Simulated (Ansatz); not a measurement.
# CH₆BF: nudged elastic band

CH₆BF, computed with RKS B3LYP/def2-TZVP (Ansatz 0.2.0).

It belongs to a series of runs on one base structure; here: band between the two ends. Figures and captions count atoms from 1; the log counts them from 0 in places.

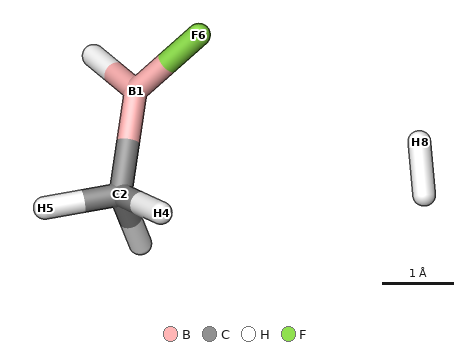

Fig. 1: The structure as given in the input (stick view, seen at a tilt; atoms are numbered from 1 in the order of the input).

**Results in brief**

- outcome: converged
- barrier, forward: 1.483 eV
- barrier, backward: 1.638 eV
- hardware: 4 threads of Arm Neoverse V1, 24 GiB of memory available, shared host
- wall time: 1.7 min (CPU time 6.2 min)
- peak memory: 0.21 GiB

The order of the saddle point was not checked.

**Input file**
```yaml
crystal:
  periodic: [false, false, false]
  atoms:
    - { symbol: B, position_ang: [0.225007, 0.873759, 0.440192] }
    - { symbol: C, position_ang: [0.242187, 0.985205, 1.991833] }
    - { symbol: H, position_ang: [-0.416535, 0.216936, 2.415256] }
    - { symbol: H, position_ang: [1.233589, 0.872579, 2.432852] }
    - { symbol: H, position_ang: [-0.187521, 1.940059, 2.312614] }
    - { symbol: F, position_ang: [1.335355, 0.568043, -0.228179] }
    - { symbol: H, position_ang: [-0.755887, 1.042302, -0.224962] }
    - { symbol: H, position_ang: [-0.89655, -4.42466, -0.176037] }
    - { symbol: H, position_ang: [-1.017346, -4.646225, 0.52433] }
basis:
  gaussian: { orbitals: def2-TZVP }
hamiltonian:
  xc: b3lyp
neb:
  order_check: false
  images: 5
  f_tol: 0.05
  max_iterations: 60
  final_atoms:
    - { symbol: B, position_ang: [-0.13760989, -0.56096286, -1.02483717] }
    - { symbol: C, position_ang: [0.02391247, -0.08135928, 2.72664685] }
    - { symbol: H, position_ang: [-0.90679962, 0.18615973, 3.22604163] }
    - { symbol: H, position_ang: [0.82053279, -0.17016892, 3.46454251] }
    - { symbol: H, position_ang: [0.28515319, 0.69555183, 2.00781342] }
    - { symbol: F, position_ang: [1.04721041, -0.05733986, -1.32569132] }
    - { symbol: H, position_ang: [-1.065946, 0.18705266, -0.9818122] }
    - { symbol: H, position_ang: [-0.20397025, -1.73538519, -0.81942906] }
    - { symbol: H, position_ang: [-0.1001841, -1.03555011, 2.21462433] }
  initial_path:
    images:
      - { positions_ang: [[0.225007, 0.873759, 0.440192], [0.242187, 0.985205, 1.991833], [-0.416535, 0.216936, 2.415256], [1.233589, 0.872579, 2.432852], [-0.187521, 1.940059, 2.312614], [1.335355, 0.568043, -0.228179], [-0.755887, 1.042302, -0.224962], [-0.89655, -4.42466, -0.176037], [-1.017346, -4.646225, 0.52433]] }
      - { positions_ang: [[0.15017212, 0.58205376, 0.29334327], [0.15547738, 0.65762959, 1.97774027], [-0.61443216, 0.0316546, 2.38062319], [1.07879992, 0.35435442, 2.39818948], [-0.06612535, 1.63691448, 2.3150395], [1.27329276, 0.39042217, -0.36864987], [-0.84517791, 0.68265616, -0.35164169], [-0.64712714, -3.41879918, 0.03958382], [-0.72258062, -3.48888801, 0.80367103]] }
      - { positions_ang: [[0.07533724, 0.29034851, 0.14649454], [0.06876776, 0.33005418, 1.96364753], [-0.81232931, -0.15362679, 2.34599038], [0.92401083, -0.16387015, 2.36352697], [0.0552703, 1.33376997, 2.31746501], [1.21123052, 0.21280134, -0.50912075], [-0.93446881, 0.32301032, -0.47832139], [-0.39770428, -2.41293836, 0.25520464], [-0.42781525, -2.33155102, 1.08301207]] }
      - { positions_ang: [[0.00050236, -0.00135673, -0.0003542], [-0.01794186, 0.00247877, 1.9495548], [-1.01022647, -0.33890819, 2.31135757], [0.76922175, -0.68209473, 2.32886445], [0.17666595, 1.03062545, 2.31989051], [1.14916828, 0.03518052, -0.64959162], [-1.02375972, -0.03663552, -0.60500108], [-0.14828141, -1.40707755, 0.47082545], [-0.13304987, -1.17421403, 1.3623531]] }
      - { positions_ang: [[-0.04553506, -0.18789211, -0.34184852], [-0.00399041, -0.02546725, 2.20858549], [-0.97575085, -0.16388555, 2.61625226], [0.78632543, -0.51145279, 2.7074238], [0.21282836, 0.91893425, 2.21586481], [1.11518232, 0.00434039, -0.87495819], [-1.03782181, 0.0379272, -0.73060478], [-0.16684436, -1.51651343, 0.04074062], [-0.12209461, -1.12799272, 1.64644351]] }
      - { positions_ang: [[-0.09157248, -0.37442748, -0.68334284], [0.00996103, -0.05341326, 2.46761617], [-0.94127524, 0.01113709, 2.92114694], [0.80342911, -0.34081086, 3.08598315], [0.24899078, 0.80724304, 2.11183912], [1.08119637, -0.02649973, -1.10032475], [-1.05188391, 0.11248993, -0.85620849], [-0.1854073, -1.62594931, -0.38934422], [-0.11113935, -1.08177142, 1.93053392]] }
      - { positions_ang: [[-0.13760989, -0.56096286, -1.02483717], [0.02391247, -0.08135928, 2.72664685], [-0.90679962, 0.18615973, 3.22604163], [0.82053279, -0.17016892, 3.46454251], [0.28515319, 0.69555183, 2.00781342], [1.04721041, -0.05733986, -1.32569132], [-1.065946, 0.18705266, -0.9818122], [-0.20397025, -1.73538519, -0.81942906], [-0.1001841, -1.03555011, 2.21462433]] }
```

Launch command:
```bash
ansatz run input.yaml --threads 4 --pin off --max-ram 5120MiB --backend cpu --events-out ev --progress --plain --runs-dir out
```

**The program's output**
```
Engine: ansatz 0.2.0, aarch64-unknown-linux-gnu
Functional definition: B3LYP
  parameter a0 = 0.2
  parameter ax = 0.72
  parameter ac = 0.81
  exchange = (1 - a0 - ax)*slater_x + ax*b88_x + a0*exact_x
  correlation = (1 - ac)*vwn_rpa_c + ac*lyp_c
769 factors; their error is unknown
mean field evaluation 1: about -4524.6757 eV, gradient 5.7e1 eV
mean field evaluation 2: about -4522.3041 eV, gradient 6.4e1 eV
mean field evaluation 4: about -4531.2095 eV, gradient 4.4e0 eV
mean field evaluation 8: about -4531.2383 eV, gradient 6.8e-2 eV
mean field evaluation 16: about -4531.2353 eV, gradient 5.2e-6 eV
mean field -4531.23529686 eV, -166.5198257782 hartree, gradient 5.3e-6 eV, S^2 0.000000; 0 other end points of the search recorded, 0 dependent functions left out
the calculation of the forces begins
reference -4531.23560529 eV, -166.5198371125 hartree; 13, 13 occupied and 116, 116 virtual orbitals, 769 factors
769 factors; their error is unknown
mean field -4531.39032492 eV, -166.5255229541 hartree, gradient 5.6e-5 eV, S^2 0.000000; 0 other end points of the search recorded, 0 dependent functions left out
[... from here on the field's lines of each further geometry are left out, up to the last ...]
NEB iter   1: max|band force component| = 8.157e0 eV/Å  barrier→ = 3.5622 eV  barrier← = 3.7172 eV  Δτ_max = 0.1999 Å  (178 SCF iters)
NEB iter   2: max|band force component| = 2.658e0 eV/Å  barrier→ = 1.9675 eV  barrier← = 2.1225 eV  Δτ_max = 0.2000 Å  (162 SCF iters)
NEB iter   3: max|band force component| = 2.707e0 eV/Å  barrier→ = 1.1839 eV  barrier← = 1.3389 eV  Δτ_max = 0.1002 Å  (160 SCF iters)
NEB iter   4: max|band force component| = 2.747e0 eV/Å  barrier→ = 0.9076 eV  barrier← = 1.0627 eV  Δτ_max = 0.2000 Å  (145 SCF iters)
NEB iter   5: max|band force component| = 1.096e0 eV/Å  barrier→ = 1.0165 eV  barrier← = 1.1716 eV  Δτ_max = 0.1971 Å  (155 SCF iters)
NEB iter   6: max|band force component| = 9.587e-1 eV/Å  barrier→ = 1.3461 eV  barrier← = 1.5012 eV  Δτ_max = 0.0827 Å  (144 SCF iters)
NEB iter   7: max|band force component| = 1.212e0 eV/Å  barrier→ = 1.2294 eV  barrier← = 1.3844 eV  CI = image 4  Δτ_max = 0.1782 Å  (147 SCF iters)
NEB iter   8: max|band force component| = 1.590e0 eV/Å  barrier→ = 1.6841 eV  barrier← = 1.8391 eV  CI = image 4  Δτ_max = 0.0876 Å  (150 SCF iters)
NEB iter   9: max|band force component| = 1.265e0 eV/Å  barrier→ = 1.6668 eV  barrier← = 1.8218 eV  CI = image 4  Δτ_max = 0.0882 Å  (142 SCF iters)
NEB iter  10: max|band force component| = 1.270e0 eV/Å  barrier→ = 1.5322 eV  barrier← = 1.6872 eV  CI = image 4  Δτ_max = 0.0451 Å  (142 SCF iters)
NEB iter  11: max|band force component| = 2.469e-1 eV/Å  barrier→ = 1.5086 eV  barrier← = 1.6636 eV  CI = image 4  Δτ_max = 0.0884 Å  (143 SCF iters)
NEB iter  12: max|band force component| = 1.067e-1 eV/Å  barrier→ = 1.4998 eV  barrier← = 1.6548 eV  CI = image 4  Δτ_max = 0.0558 Å  (145 SCF iters)
NEB iter  13: max|band force component| = 1.260e-1 eV/Å  barrier→ = 1.4950 eV  barrier← = 1.6501 eV  CI = image 4  Δτ_max = 0.0279 Å  (147 SCF iters)
NEB iter  14: max|band force component| = 1.450e-1 eV/Å  barrier→ = 1.4923 eV  barrier← = 1.6473 eV  CI = image 4  Δτ_max = 0.0140 Å  (145 SCF iters)
NEB iter  15: max|band force component| = 1.376e-1 eV/Å  barrier→ = 1.4908 eV  barrier← = 1.6459 eV  CI = image 4  Δτ_max = 0.0279 Å  (148 SCF iters)
NEB iter  16: max|band force component| = 1.110e-1 eV/Å  barrier→ = 1.4881 eV  barrier← = 1.6431 eV  CI = image 4  Δτ_max = 0.0559 Å  (149 SCF iters)
NEB iter  17: max|band force component| = 3.376e-1 eV/Å  barrier→ = 1.4843 eV  barrier← = 1.6394 eV  CI = image 4  Δτ_max = 0.0279 Å  (143 SCF iters)
NEB iter  18: max|band force component| = 1.114e-1 eV/Å  barrier→ = 1.4833 eV  barrier← = 1.6384 eV  CI = image 4  Δτ_max = 0.0559 Å  (144 SCF iters)
NEB iter  19: max|band force component| = 1.583e-1 eV/Å  barrier→ = 1.4830 eV  barrier← = 1.6381 eV  CI = image 4  Δτ_max = 0.0279 Å  (148 SCF iters)
NEB iter  20: max|band force component| = 6.899e-2 eV/Å  barrier→ = 1.4829 eV  barrier← = 1.6380 eV  CI = image 4  Δτ_max = 0.0559 Å  (148 SCF iters)
the calculation of the forces begins
reference -4531.30565514 eV, -166.5224113972 hartree; 13, 13 occupied and 116, 116 virtual orbitals, 769 factors
769 factors; their error is unknown
mean field evaluation 896: about -4529.7524 eV, gradient 2.4e-5 eV
mean field -4529.75237134 eV, -166.4653292702 hartree, gradient 2.4e-5 eV, S^2 0.000000; 1 other end points of the search recorded, 0 dependent functions left out
the calculation of the forces begins
reference -4529.75260311 eV, -166.4653377877 hartree; 13, 13 occupied and 116, 116 virtual orbitals, 769 factors
NEB iter  21: max|band force component| = 2.774e-2 eV/Å  barrier→ = 1.4829 eV  barrier← = 1.6380 eV  CI = image 4  Δτ_max = 0.0000 Å  (303 SCF iters)
```

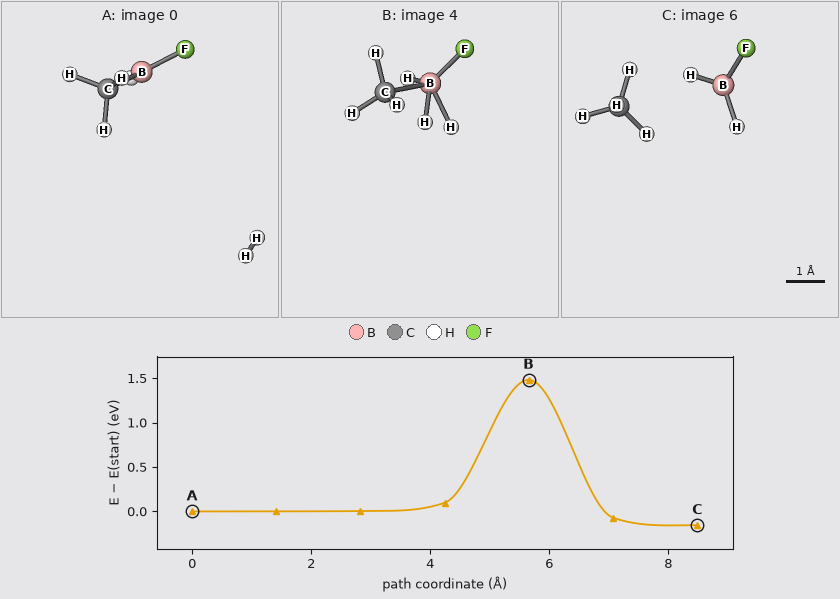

Fig. 2: Images of the last band (counted from 0; ball-and-stick, seen at a tilt) above the energy along the path; the line is a cubic interpolation that uses the forces. The highest image is number 4, 1.483 eV above the start and 1.638 eV above the end (the climbing image); the end lies 0.155 eV below the start. The path is 8.49 Å long. The band converged in 21 iterations.

```
Total energy: -4529.75260311 eV, -166.4653377877 hartree
Atom 0 at    -0.056718    -0.315653     0.177904 Å, force    -0.000011     0.003134    -0.005432 eV/Å
Atom 1 at    -0.020396    -0.027404     1.932719 Å, force    -0.000231     0.002302     0.003695 eV/Å
Atom 2 at    -0.993646    -0.110218     2.412583 Å, force     0.000082     0.000441    -0.000423 eV/Å
Atom 3 at     0.745062    -0.508422     2.546173 Å, force    -0.000525    -0.000510     0.000248 eV/Å
Atom 4 at     0.252944     1.023207     1.845304 Å, force     0.000890    -0.000229     0.000156 eV/Å
Atom 5 at     1.138225     0.069291    -0.376036 Å, force    -0.001559    -0.000846     0.001174 eV/Å
Atom 6 at    -1.093023     0.114423    -0.216524 Å, force    -0.000158    -0.000822     0.000420 eV/Å
Atom 7 at    -0.186738    -1.610662     0.088463 Å, force     0.000795     0.000055     0.001420 eV/Å
Atom 8 at    -0.023412    -1.206564     1.077313 Å, force     0.000716    -0.003525    -0.001258 eV/Å
Dipole moment:    -0.198900    -0.198464     0.467316 e Å
this run last wrote the band of iteration 21 to [file]
```

**The last band as extended XYZ (Å, eV, eV/Å)**
```
9
Properties=species:S:1:pos:R:3:forces:R:3 image=0 energy=-4531.23530
B     0.2250    0.8738    0.4402    0.0022   0.0078  -0.0016
C     0.2422    0.9852    1.9918   -0.0027  -0.0079   0.0109
H    -0.4165    0.2169    2.4153    0.0049   0.0090  -0.0013
H     1.2336    0.8726    2.4329   -0.0073   0.0011  -0.0033
H    -0.1875    1.9401    2.3126    0.0045  -0.0066  -0.0043
F     1.3354    0.5680   -0.2282   -0.0004   0.0002   0.0002
H    -0.7559    1.0423   -0.2250   -0.0012  -0.0032  -0.0007
H    -0.8965   -4.4247   -0.1760   -0.0025  -0.0050   0.0172
H    -1.0173   -4.6462    0.5243    0.0024   0.0047  -0.0172
9
Properties=species:S:1:pos:R:3:forces:R:3 image=1 energy=-4531.23427
B     0.1677    0.6495    0.3858    0.0003   0.0029   0.0071
C     0.1898    0.7379    1.9391   -0.0011  -0.0132   0.0008
H    -0.4817   -0.0253    2.3511    0.0019   0.0043  -0.0015
H     1.1796    0.5986    2.3757   -0.0016   0.0019  -0.0001
H    -0.2215    1.6944    2.2768    0.0016   0.0054  -0.0019
F     1.2675    0.3176   -0.2877   -0.0012   0.0016  -0.0020
H    -0.8081    0.8568   -0.2757    0.0001  -0.0011  -0.0019
H    -0.6177   -3.5909    0.0381    0.0005  -0.0017   0.0011
H    -0.9132   -3.8106    0.6846   -0.0005  -0.0001  -0.0017
9
Properties=species:S:1:pos:R:3:forces:R:3 image=2 energy=-4531.23082
B     0.0717    0.3839    0.3686   -0.0019   0.0036   0.0037
C     0.1169    0.5164    1.9183    0.0006  -0.0011  -0.0023
H    -0.7100   -0.0334    2.3782    0.0009   0.0005   0.0004
H     1.0578    0.1887    2.3621    0.0011   0.0026   0.0004
H    -0.0469    1.5661    2.1915   -0.0005   0.0020   0.0004
F     1.1654    0.0483   -0.3131    0.0008  -0.0007  -0.0008
H    -0.9103    0.5857   -0.2855    0.0007   0.0025   0.0000
H    -0.3463   -2.8779    0.0932    0.0027  -0.0038   0.0005
H    -0.6362   -2.9499    0.7746   -0.0043  -0.0057  -0.0022
9
Properties=species:S:1:pos:R:3:forces:R:3 image=3 energy=-4531.13814
B    -0.0091    0.1818    0.3507    0.0048   0.0707   0.0277
C     0.0227    0.2582    1.9090    0.0133   0.0620  -0.0019
H    -0.9276   -0.0136    2.3711    0.0096   0.0117  -0.0050
H     0.8266   -0.3287    2.3594    0.0136   0.0331  -0.0348
H     0.2184    1.3056    2.1709   -0.0144   0.0423   0.0595
F     1.1368    0.1305   -0.3302    0.0032   0.0222   0.0073
H    -1.0086    0.2501   -0.3027    0.0158   0.0317  -0.0143
H    -0.3013   -2.2345    0.1158   -0.0165  -0.1086   0.0060
H    -0.1955   -2.1213    0.8438   -0.0296  -0.1652  -0.0445
9
Properties=species:S:1:pos:R:3:forces:R:3 image=4 energy=-4529.75237
B    -0.0567   -0.3157    0.1779    0.0000   0.0031  -0.0054
C    -0.0204   -0.0274    1.9327   -0.0002   0.0023   0.0037
H    -0.9936   -0.1102    2.4126    0.0001   0.0004  -0.0004
H     0.7451   -0.5084    2.5462   -0.0005  -0.0005   0.0002
H     0.2529    1.0232    1.8453    0.0009  -0.0002   0.0002
F     1.1382    0.0693   -0.3760   -0.0016  -0.0008   0.0012
H    -1.0930    0.1144   -0.2165   -0.0002  -0.0008   0.0004
H    -0.1867   -1.6107    0.0885    0.0008   0.0001   0.0014
H    -0.0234   -1.2066    1.0773    0.0007  -0.0035  -0.0013
9
Properties=species:S:1:pos:R:3:forces:R:3 image=5 energy=-4531.30541
B    -0.1074   -0.5171   -0.5124    0.0001  -0.0466  -0.1408
C     0.0026   -0.1057    2.3255    0.0082  -0.0456   0.0494
H    -0.9419    0.0159    2.8512    0.0014   0.0180   0.0629
H     0.7994   -0.3610    3.0202    0.0049   0.0244   0.0924
H     0.2566    0.8187    1.8102   -0.0070  -0.0296   0.0048
F     1.0818    0.0249   -0.7317   -0.0249   0.0136  -0.0512
H    -1.0644    0.1930   -0.4985    0.0167   0.0204  -0.0425
H    -0.1664   -1.7035   -0.3997    0.0060  -0.0119  -0.0790
H    -0.0981   -0.9372    1.6231   -0.0055   0.0573   0.1040
9
Properties=species:S:1:pos:R:3:forces:R:3 image=6 energy=-4531.39033
B    -0.1376   -0.5610   -1.0248    0.0212  -0.0249   0.0074
C     0.0239   -0.0814    2.7266    0.0041   0.0159   0.0035
H    -0.9068    0.1862    3.2260    0.0121  -0.0076  -0.0118
H     0.8205   -0.1702    3.4645   -0.0093  -0.0014  -0.0106
H     0.2852    0.6956    2.0078   -0.0050  -0.0177   0.0150
F     1.0472   -0.0573   -1.3257   -0.0107   0.0057  -0.0013
H    -1.0659    0.1871   -0.9818    0.0016  -0.0087  -0.0033
H    -0.2040   -1.7354   -0.8194   -0.0133   0.0272  -0.0061
H    -0.1002   -1.0355    2.2146   -0.0008   0.0116   0.0073
```
